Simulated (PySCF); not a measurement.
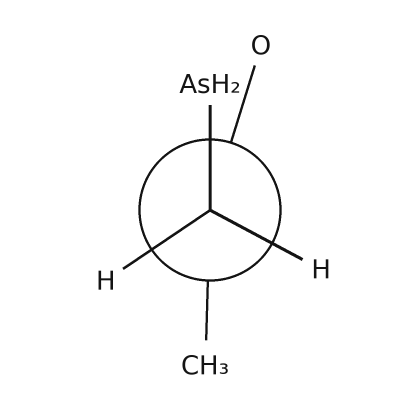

A Newman projection along the Si–C bond, silicon in front; angles are drawn as computed, but eclipsed bonds slightly apart. Computed geometry: PBE0-D3(BJ)/def2-SVP optimisation. No frequency run is at hand to confirm it as a minimum.

Which molecule is it?

Answer. C2H7AsOSi, CC(=O)[SiH2][AsH2]

What is the torsion angle from the front AsH2 to the back O? The sign is positive where the front bond must turn clockwise to cover the back bond.

Answer. 2°, synperiplanar (eclipsed).
